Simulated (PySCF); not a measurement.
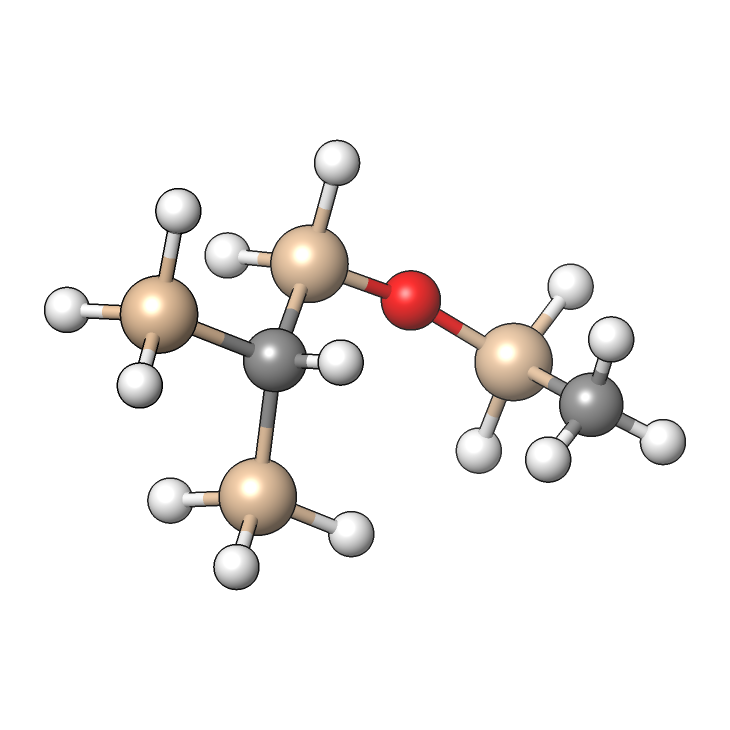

A ball-and-stick model of a molecule. Every bond is drawn as one stick, whatever its order. Colours: carbon grey, silicon light orange, oxygen red, hydrogen white.

Computed geometry: GFN2-xTB optimisation. No frequency run is at hand to confirm it as a minimum.

**What is the molecular formula?**

C₂H₁₄OSi₄, 21 atoms: 2 carbon, 14 hydrogen, 1 oxygen and 4 silicon.

**Name functional groups in it.**

Among them: Si–H bond, Si–O bond.

**Write the SMILES.**

C[SiH2]O[SiH2]C([SiH3])[SiH3]

**Does it have rings?**

It has no ring.

The parts below concern this one geometry. Atoms keep their numbers from picture to picture.

Symmetry

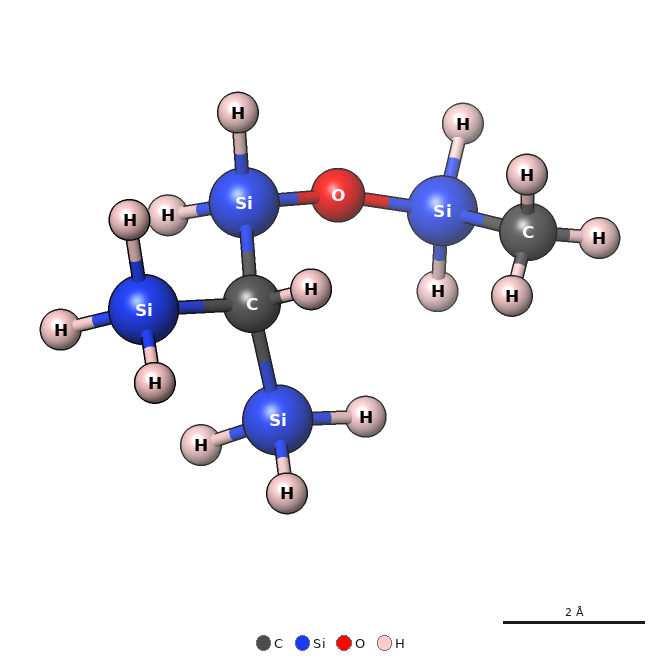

Depth is shown by fading: the farther an atom, the more it takes the colour of the background. No frequency run is at hand to confirm it as a minimum. Masses are those of the most abundant isotopes; constants are for the rigid equilibrium geometry.

**Classify the rotor and give the rotational constants (GHz).**

An asymmetric top (C1): A = 1.90, B = 0.610, C = 0.538 GHz. Ray's parameter κ is −0.89, close to the prolate limit.

NMR shielding

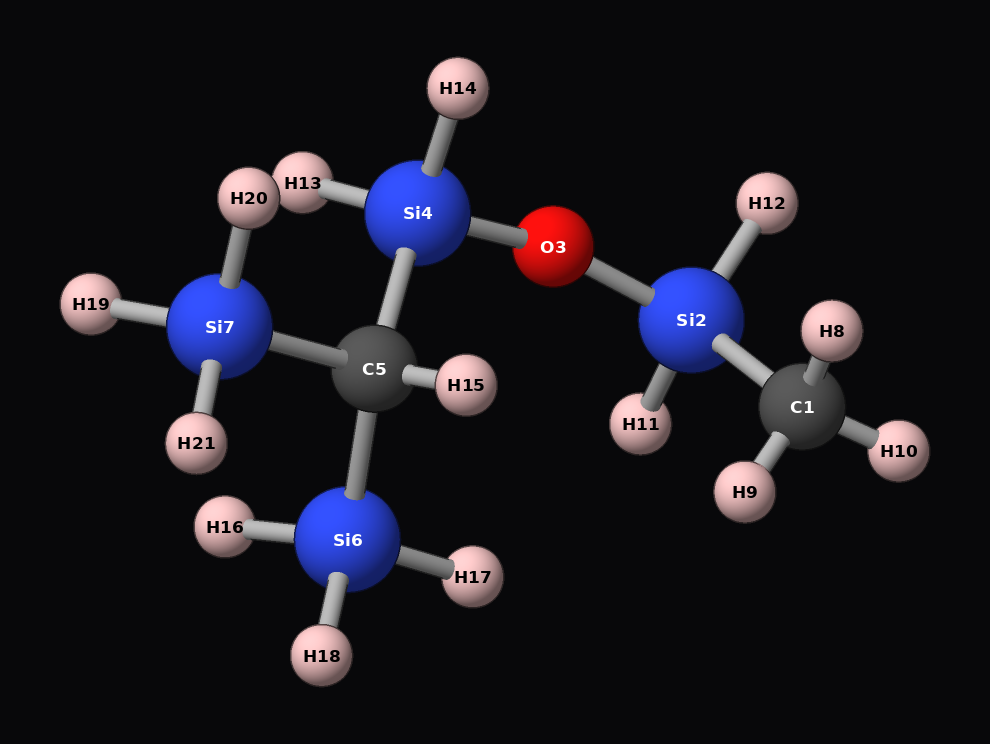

No frequency run is at hand to confirm it as a minimum. Method: GIAO PBE0/pcSseg-1 NMR shielding, non-relativistic, gas phase (PySCF 2.14.0). Principal shieldings σ11 ≤ σ22 ≤ σ33, span Ω = σ33 − σ11, skew κ = 3(σiso − σ22)/Ω.

Give the shielding tensors of the O atoms.

| atom | σ11 | σ22 | σ33 | σiso | Ω | κ |
| --- | --- | --- | --- | --- | --- | --- |
| O3 | 225.9 | 315.0 | 359.3 | 300.1 | 133.4 | −0.34 |

Shieldings and span in ppm.

Dipole moment

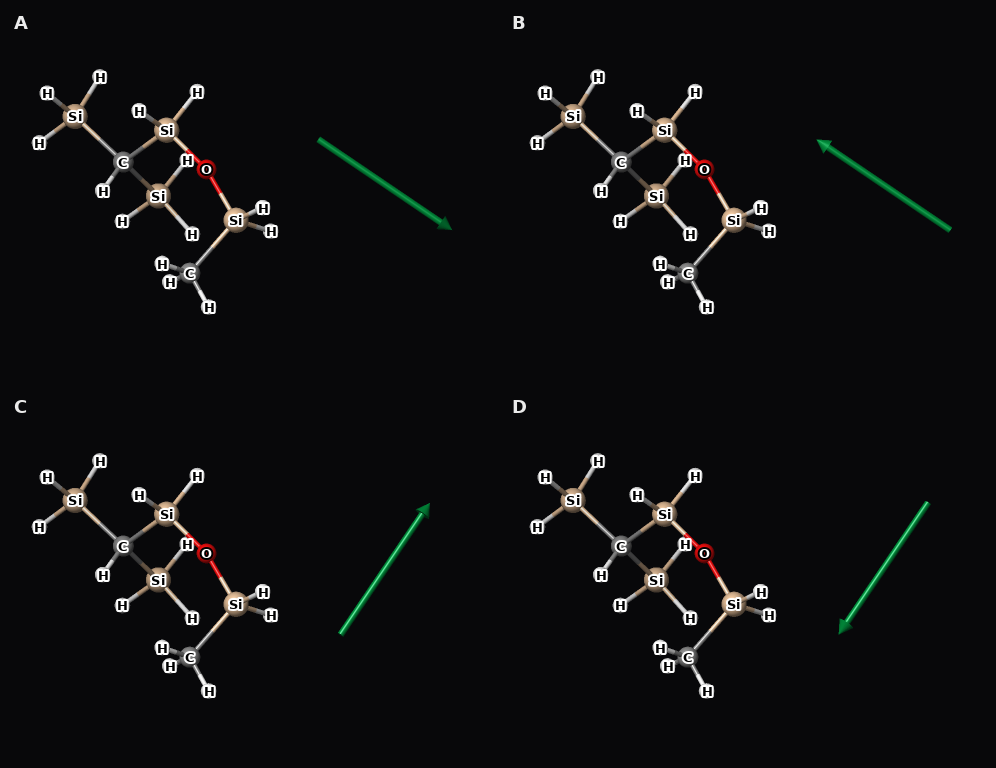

The same molecule four times, each with an arrow. No frequency run is at hand to confirm it as a minimum. Method: PBE0/pcSseg-1, gas phase (PySCF 2.14.0).

**Which arrow points along the dipole moment, from the negative to the positive end?**

D. The dipole moment is 1.25 D.

Bond orders

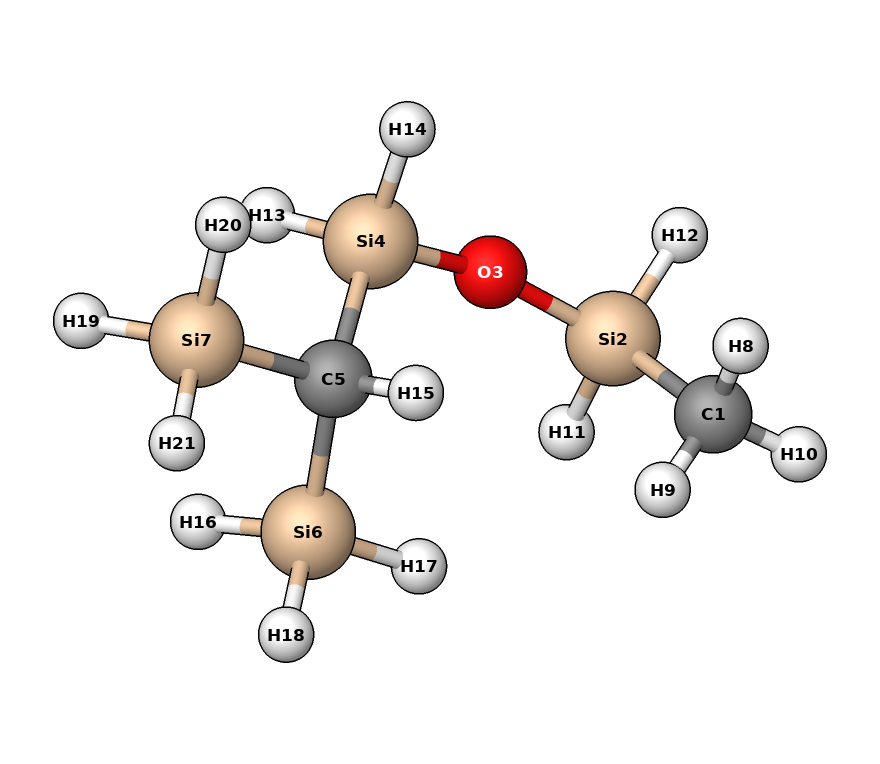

Every bond is drawn as one stick. No frequency run is at hand to confirm it as a minimum. Method: PBE0/pcSseg-1 (PySCF 2.14.0).

List the Mayer bond orders of C1–Si2, Si2–O3, O3–Si4, Si4–C5, C5–Si6, C5–Si7 (bonds between heavy atoms, one of each equivalent set).

| bond | Mayer order | length (Å) |
| --- | --- | --- |
| C1–Si2 | 0.94 | 1.898 |
| Si2–O3 | 0.92 | 1.621 |
| O3–Si4 | 0.93 | 1.619 |
| Si4–C5 | 0.85 | 1.898 |
| C5–Si6 | 0.89 | 1.901 |
| C5–Si7 | 0.89 | 1.899 |

The geometry is semi-empirical. Around Si such bond lengths and angles can be off by a tenth of an ångström or more and by several degrees, and values that hang on the shape move with them.
